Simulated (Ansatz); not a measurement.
**Nudged elastic band of ZrH$_{3}$SOF$_{3}$ (part 1 of 2)**

ZrH$_{3}$SOF$_{3}$, computed with RHF/def2-SVP (Ansatz 0.2.0).

It belongs to a series of runs on one base structure; here: band between the two ends. Figures and captions count atoms from 1; the log counts them from 0 in places.

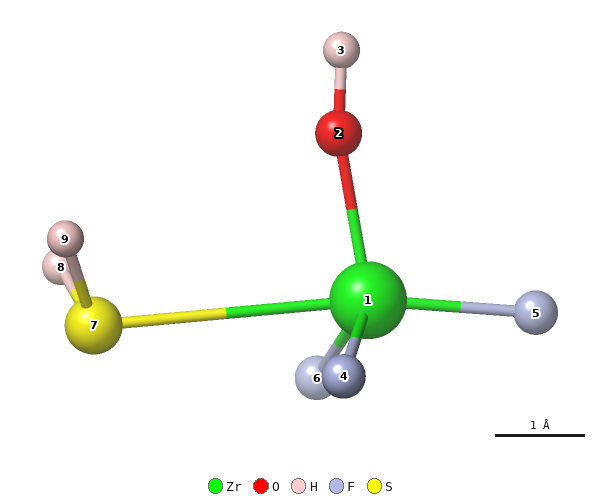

Figure 1. The starting structure (ball-and-stick view, seen on its broad side; atoms are numbered from 1 in the order of the input). Sticks mark near contacts. Bond lengths as drawn: F–Zr 1.91 to 1.93 Å, H–O 0.94 Å, H–S 1.33 to 1.34 Å, O–Zr 1.92 Å and S–Zr 3.12 Å.

## Input file
```yaml
crystal:
  periodic: [false, false, false]
  atoms:
    - { symbol: Zr, position_ang: [-0.084527, 0.025692, 0.047704] }
    - { symbol: O, position_ang: [-0.581482, 0.132776, 1.895624] }
    - { symbol: H, position_ang: [-0.911741, 0.3527, 2.747959] }
    - { symbol: F, position_ang: [1.770177, 0.413242, -0.281268] }
    - { symbol: F, position_ang: [-0.922502, 1.543378, -0.753372] }
    - { symbol: F, position_ang: [-0.938009, -1.407155, -0.914178] }
    - { symbol: S, position_ang: [1.404419, -2.593655, 0.870316] }
    - { symbol: H, position_ang: [0.384788, -3.296828, 1.369168] }
    - { symbol: H, position_ang: [1.917376, -2.270751, 2.059648] }
basis:
  gaussian: { orbitals: def2-SVP }
hamiltonian:
  xc: hf
neb:
  order_check: false
  images: 7
  f_tol: 0.05
  max_iterations: 60
  final_atoms:
    - { symbol: Zr, position_ang: [0.25747511, -0.55143812, -0.00871912] }
    - { symbol: O, position_ang: [-0.66661863, -0.45719843, 2.15521065] }
    - { symbol: H, position_ang: [-0.71697105, 0.37158204, 2.61506833] }
    - { symbol: F, position_ang: [1.15470899, -0.52594273, -1.68982422] }
    - { symbol: F, position_ang: [0.3416844, 1.30422835, 0.49168715] }
    - { symbol: F, position_ang: [-1.46356112, -1.21487399, -0.51003798] }
    - { symbol: S, position_ang: [1.71872757, -2.21462582, 1.17197865] }
    - { symbol: H, position_ang: [2.37141299, -2.65585932, 0.09105537] }
    - { symbol: H, position_ang: [-0.95835926, -1.15647296, 2.72518217] }
  initial_path:
    images:
      - { positions_ang: [[-0.084527, 0.025692, 0.047704], [-0.581482, 0.132776, 1.895624], [-0.911741, 0.3527, 2.747959], [1.770177, 0.413242, -0.281268], [-0.922502, 1.543378, -0.753372], [-0.938009, -1.407155, -0.914178], [1.404419, -2.593655, 0.870316], [0.384788, -3.296828, 1.369168], [1.917376, -2.270751, 2.059648]] }
      - { positions_ang: [[-0.05332363, 0.01780802, 0.0316965], [-0.43235343, 0.10909746, 2.02250397], [-0.91095015, 0.21444447, 2.74472002], [1.8057917, 0.28668316, -0.37461239], [-0.89668696, 1.56600185, -0.74365346], [-0.94100565, -1.45395952, -0.84995353], [1.40974168, -2.52175024, 0.88743027], [0.437554, -3.32980124, 1.23519065], [1.61973145, -1.98912496, 2.08827898]] }
      - { positions_ang: [[-0.02212027, 0.00992405, 0.01568899], [-0.28322487, 0.08541893, 2.14938394], [-0.91015929, 0.07618894, 2.74148105], [1.8414064, 0.16012432, -0.46795678], [-0.87087192, 1.58862571, -0.73393493], [-0.9440023, -1.50076405, -0.78572907], [1.41506436, -2.44984549, 0.90454453], [0.49031999, -3.36277448, 1.10121331], [1.3220869, -1.70749891, 2.11690996]] }
      - { positions_ang: [[0.0090831, 0.00204007, -0.00031851], [-0.1340963, 0.06174039, 2.2762639], [-0.90936844, -0.0620666, 2.73824207], [1.8770211, 0.03356548, -0.56130118], [-0.84505688, 1.61124956, -0.72421639], [-0.94699895, -1.54756857, -0.7215046], [1.42038704, -2.37794073, 0.9216588], [0.54308599, -3.39574773, 0.96723596], [1.02444235, -1.42587287, 2.14554093]] }
      - { positions_ang: [[0.04028647, -0.00584391, -0.01632601], [0.01503226, 0.03806186, 2.40314387], [-0.90857758, -0.20032213, 2.7350031], [1.9126358, -0.09299336, -0.65464557], [-0.81924184, 1.63387341, -0.71449785], [-0.9499956, -1.5943731, -0.65728013], [1.42570971, -2.30603598, 0.93877307], [0.59585198, -3.42872097, 0.83325861], [0.7267978, -1.14424683, 2.17417191]] }
      - { positions_ang: [[0.09458363, -0.14224246, -0.01442429], [-0.15538046, -0.08575322, 2.34116057], [-0.86067595, -0.05734609, 2.7050194], [1.72315409, -0.2012307, -0.91344023], [-0.52901028, 1.55146215, -0.4129516], [-1.07838698, -1.49949832, -0.62046959], [1.49896418, -2.28318344, 0.99707447], [1.03974223, -3.23550556, 0.6477078], [0.30550854, -1.14730336, 2.31192448]] }
      - { positions_ang: [[0.14888079, -0.27864102, -0.01252257], [-0.32579318, -0.20956829, 2.27917726], [-0.81277431, 0.08562996, 2.67503571], [1.53367239, -0.30946805, -1.17223489], [-0.23877872, 1.46905088, -0.11140535], [-1.20677836, -1.40462355, -0.58365906], [1.57221864, -2.2603309, 1.05537586], [1.48363248, -3.04229015, 0.46215699], [-0.11578073, -1.1503599, 2.44967704]] }
      - { positions_ang: [[0.20317795, -0.41503957, -0.01062084], [-0.4962059, -0.33338336, 2.21719395], [-0.76487268, 0.228606, 2.64505202], [1.34419069, -0.41770539, -1.43102955], [0.05145284, 1.38663961, 0.1901409], [-1.33516974, -1.30974877, -0.54684852], [1.64547311, -2.23747836, 1.11367726], [1.92752273, -2.84907473, 0.27660618], [-0.53707, -1.15341643, 2.5874296]] }
      - { positions_ang: [[0.25747511, -0.55143812, -0.00871912], [-0.66661863, -0.45719843, 2.15521065], [-0.71697105, 0.37158204, 2.61506833], [1.15470899, -0.52594273, -1.68982422], [0.3416844, 1.30422835, 0.49168715], [-1.46356112, -1.21487399, -0.51003798], [1.71872757, -2.21462582, 1.17197865], [2.37141299, -2.65585932, 0.09105537], [-0.95835926, -1.15647296, 2.72518217]] }
```

Run on 2 threads of Arm Neoverse V1, 24 GiB of memory available, shared host.

Launch command:
```bash
ansatz run input.yaml --threads 2 --pin off --max-ram 3072MiB --backend cpu --events-out ev --progress --plain --runs-dir out
```

## What the program printed
```
Engine: ansatz 0.2.0, aarch64-unknown-linux-gnu
Functional definition: HF
  exchange = exact_x
  correlation = 0
1244 factors; integrals over basis functions are off by at most 3.2e-4 eV
mean field evaluation 1: about -22275.6691 eV, gradient 6.3e1 eV
mean field evaluation 2: about -22275.7853 eV, gradient 6.3e1 eV
mean field evaluation 4: about -22283.0771 eV, gradient 2.7e0 eV
mean field evaluation 8: about -22283.1471 eV, gradient 2.2e-1 eV
mean field -22283.14732010 eV, -818.8905599538 hartree, gradient 2.5e-5 eV, S^2 0.000000; 0 other end points of the search recorded, 0 dependent functions left out
the calculation of the forces begins
reference -22283.14732010 eV, -818.8905599538 hartree; 33, 33 occupied and 87, 87 virtual orbitals, 1244 factors
1246 factors; integrals over basis functions are off by at most 1.1e-3 eV
mean field evaluation 16: about -22276.8540 eV, gradient 5.8e1 eV
mean field -22283.20639043 eV, -818.8927307485 hartree, gradient 2.3e-5 eV, S^2 0.000000; 0 other end points of the search recorded, 0 dependent functions left out
[... from here on the field's lines of each further geometry are left out, up to the last ...]
NEB iter   1: max|band force component| = 2.834e1 eV/Å  barrier→ = 8.5300 eV  barrier← = 8.5891 eV  Δτ_max = 0.2000 Å  (349 SCF iters)
NEB iter   2: max|band force component| = 5.302e0 eV/Å  barrier→ = 2.1205 eV  barrier← = 2.1795 eV  Δτ_max = 0.2000 Å  (290 SCF iters)
NEB iter   3: max|band force component| = 2.740e0 eV/Å  barrier→ = 1.5116 eV  barrier← = 1.5707 eV  Δτ_max = 0.2000 Å  (266 SCF iters)
NEB iter   4: max|band force component| = 1.556e0 eV/Å  barrier→ = 1.2150 eV  barrier← = 1.2740 eV  Δτ_max = 0.2000 Å  (264 SCF iters)
NEB iter   5: max|band force component| = 1.204e0 eV/Å  barrier→ = 0.9153 eV  barrier← = 0.9744 eV  Δτ_max = 0.1954 Å  (261 SCF iters)
NEB iter   6: max|band force component| = 2.649e0 eV/Å  barrier→ = 0.7968 eV  barrier← = 0.8559 eV  Δτ_max = 0.1018 Å  (263 SCF iters)
NEB iter   7: max|band force component| = 2.000e0 eV/Å  barrier→ = 0.6914 eV  barrier← = 0.7504 eV  Δτ_max = 0.1008 Å  (263 SCF iters)
NEB iter   8: max|band force component| = 1.610e0 eV/Å  barrier→ = 0.5561 eV  barrier← = 0.6152 eV  Δτ_max = 0.1003 Å  (268 SCF iters)
NEB iter   9: max|band force component| = 5.670e-1 eV/Å  barrier→ = 0.6069 eV  barrier← = 0.6659 eV  Δτ_max = 0.2000 Å  (266 SCF iters)
NEB iter  10: max|band force component| = 9.211e-1 eV/Å  barrier→ = 0.8040 eV  barrier← = 0.8631 eV  CI = image 3  Δτ_max = 0.2000 Å  (266 SCF iters)
NEB iter  11: max|band force component| = 6.143e0 eV/Å  barrier→ = 0.7941 eV  barrier← = 0.8532 eV  CI = image 3  Δτ_max = 0.1007 Å  (270 SCF iters)
NEB iter  12: max|band force component| = 9.470e-1 eV/Å  barrier→ = 0.7689 eV  barrier← = 0.8280 eV  CI = image 3  Δτ_max = 0.2000 Å  (267 SCF iters)
NEB iter  13: max|band force component| = 9.757e-1 eV/Å  barrier→ = 0.9164 eV  barrier← = 0.9755 eV  CI = image 3  Δτ_max = 0.1010 Å  (264 SCF iters)
NEB iter  14: max|band force component| = 8.172e-1 eV/Å  barrier→ = 1.0258 eV  barrier← = 1.0848 eV  CI = image 3  Δτ_max = 0.1845 Å  (266 SCF iters)
NEB iter  15: max|band force component| = 5.804e-1 eV/Å  barrier→ = 1.1115 eV  barrier← = 1.1706 eV  CI = image 3  Δτ_max = 0.1543 Å  (266 SCF iters)
NEB iter  16: max|band force component| = 3.292e-1 eV/Å  barrier→ = 1.0939 eV  barrier← = 1.1530 eV  CI = image 3  Δτ_max = 0.0679 Å  (271 SCF iters)
NEB iter  17: max|band force component| = 2.444e-1 eV/Å  barrier→ = 1.0778 eV  barrier← = 1.1369 eV  CI = image 3  Δτ_max = 0.1992 Å  (269 SCF iters)
NEB iter  18: max|band force component| = 6.125e-1 eV/Å  barrier→ = 1.0708 eV  barrier← = 1.1299 eV  CI = image 3  Δτ_max = 0.0994 Å  (272 SCF iters)
NEB iter  19: max|band force component| = 2.522e-1 eV/Å  barrier→ = 1.0643 eV  barrier← = 1.1234 eV  CI = image 3  Δτ_max = 0.1188 Å  (272 SCF iters)
NEB iter  20: max|band force component| = 1.055e-1 eV/Å  barrier→ = 1.0608 eV  barrier← = 1.1199 eV  CI = image 3  Δτ_max = 0.2000 Å  (274 SCF iters)
NEB iter  21: max|band force component| = 8.652e-1 eV/Å  barrier→ = 1.0594 eV  barrier← = 1.1184 eV  CI = image 3  Δτ_max = 0.1001 Å  (278 SCF iters)
NEB iter  22: max|band force component| = 2.615e-1 eV/Å  barrier→ = 1.0587 eV  barrier← = 1.1178 eV  CI = image 3  Δτ_max = 0.1987 Å  (270 SCF iters)
NEB iter  23: max|band force component| = 2.587e-1 eV/Å  barrier→ = 1.0586 eV  barrier← = 1.1177 eV  CI = image 3  Δτ_max = 0.2000 Å  (267 SCF iters)
NEB iter  24: max|band force component| = 7.636e-1 eV/Å  barrier→ = 1.0585 eV  barrier← = 1.1176 eV  CI = image 3  Δτ_max = 0.1004 Å  (275 SCF iters)
NEB iter  25: max|band force component| = 1.999e-1 eV/Å  barrier→ = 1.0585 eV  barrier← = 1.1176 eV  CI = image 3  Δτ_max = 0.0362 Å  (271 SCF iters)
NEB iter  26: max|band force component| = 9.255e-2 eV/Å  barrier→ = 1.0585 eV  barrier← = 1.1176 eV  CI = image 3  Δτ_max = 0.0451 Å  (271 SCF iters)
NEB iter  27: max|band force component| = 7.531e-2 eV/Å  barrier→ = 1.0585 eV  barrier← = 1.1176 eV  CI = image 3  Δτ_max = 0.1264 Å  (273 SCF iters)
NEB iter  28: max|band force component| = 4.899e-1 eV/Å  barrier→ = 1.0585 eV  barrier← = 1.1175 eV  CI = image 3  Δτ_max = 0.0638 Å  (271 SCF iters)
NEB iter  29: max|band force component| = 1.403e-1 eV/Å  barrier→ = 1.0585 eV  barrier← = 1.1175 eV  CI = image 3  Δτ_max = 0.0763 Å  (273 SCF iters)
NEB iter  30: max|band force component| = 5.271e-2 eV/Å  barrier→ = 1.0585 eV  barrier← = 1.1175 eV  CI = image 3  Δτ_max = 0.1273 Å  (273 SCF iters)
NEB iter  31: max|band force component| = 5.993e-1 eV/Å  barrier→ = 1.0585 eV  barrier← = 1.1175 eV  CI = image 3  Δτ_max = 0.0636 Å  (272 SCF iters)
NEB iter  32: max|band force component| = 1.409e-1 eV/Å  barrier→ = 1.0585 eV  barrier← = 1.1175 eV  CI = image 3  Δτ_max = 0.0645 Å  (272 SCF iters)
NEB iter  33: max|band force component| = 6.262e-2 eV/Å  barrier→ = 1.0585 eV  barrier← = 1.1175 eV  CI = image 3  Δτ_max = 0.1263 Å  (272 SCF iters)
NEB iter  34: max|band force component| = 7.445e-1 eV/Å  barrier→ = 1.0585 eV  barrier← = 1.1175 eV  CI = image 3  Δτ_max = 0.0638 Å  (274 SCF iters)
```
